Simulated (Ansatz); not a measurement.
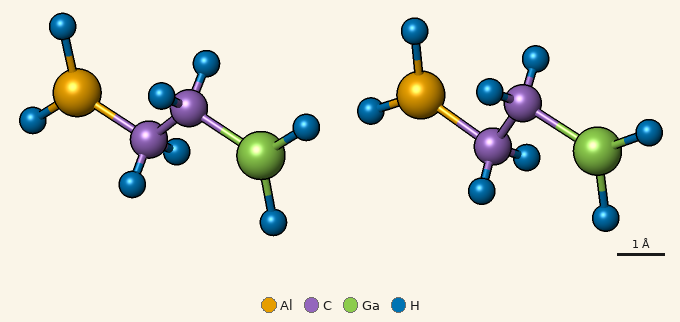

Two geometries of C2H8AlGa, drawn at one scale. One is the start of a relaxation, the other its converged end. A ball-and-stick model, seen at a tilt.

These are results of Ansatz 0.2.0, RKS PBE0-D4/def2-TZVP, not measurements. Settings: force threshold 0.005 eV/Å; at most 150 steps.

Which geometry has the lower energy?

The left one is the relaxed one. The start comes from GFN2-xTB. The energy falls by 0.290 eV in 7 geometry steps. Largest force component: 0.82 eV/Å at the start, 0.0021 eV/Å at the end. The atom that moves furthest after the best rigid fit is an H atom (0.31 Å). By element the largest moves are H 0.31 Å, C 0.18 Å, Ga 0.12 Å, Al 0.10 Å. Some distances before and after: C–Ga 2.047 → 1.979 Å, Al–H 1.547 → 1.593 Å, Al–C 2.002 → 1.962 Å, Ga–H 1.599 → 1.577 Å. Among the angles between lasting bonds that change: Al–C–C 100.3° → 116.1°, C–C–Ga 104.6° → 116.3°, C–Ga–H 130.7° → 121.0°.
